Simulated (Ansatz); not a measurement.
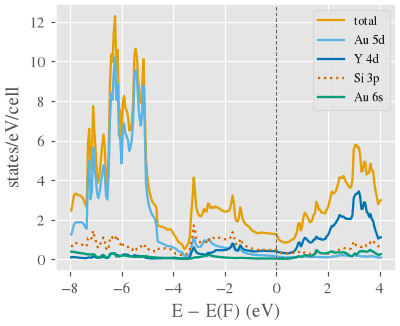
*Total and projected density of states of YSi2Au2 in space group I4/mmm (No. 139; Y on 2a, Si on 4e, Au on 4d), plane-wave PAW r²SCAN (Ansatz code)*

Question: Which orbitals carry the states next to the Fermi level?

Answer: Within 0.5 eV of the Fermi level: Si 3p 36 %, Y 4d 34 %, Au 5d 13 %, outside the projected shells 9 %. Projections are on Löwdin-orthogonalised atomic valence shells; empty p or d shells of many metals are not among them.

Question: Where is the tallest occupied peak in this window, and what makes it?

Answer: Near -6.2 eV, about 12 states/eV per cell; the largest projected share is Au 5d.

The workflow started from a Materials Project entry (that database holds measured and hypothetical structures alike); the Crystallography Open Database copy checked does not list it. Whether it is the stable phase at ambient conditions was not checked. The cell was relaxed with r²SCAN under the symmetry of its start; its stability against distortions is not shown here. No spin polarisation was allowed. Spin–orbit coupling is left out wherever it is not named.

Potentials: the later of the program's two PAW sets.
